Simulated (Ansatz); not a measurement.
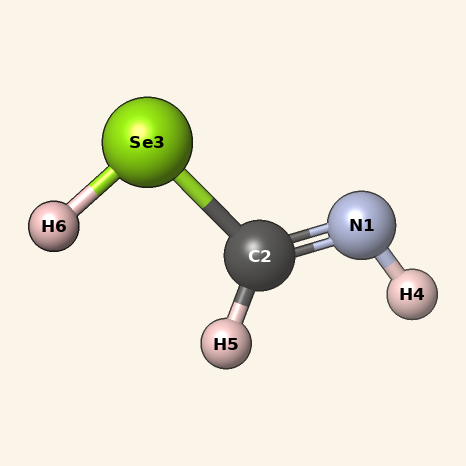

Distant atoms are faded towards the background colour. The geometry was computed by an optimisation with PBE0-D4/def2-TZVP. No frequency run is at hand to confirm it as a minimum.

**Find the stereocentres and stereogenic double bonds.**

Double bonds: N1=C2.

**Assign CIP descriptors.**

N1=C2: E.

**Give a SMILES with the stereochemistry.**

[H]/N=C/[SeH]
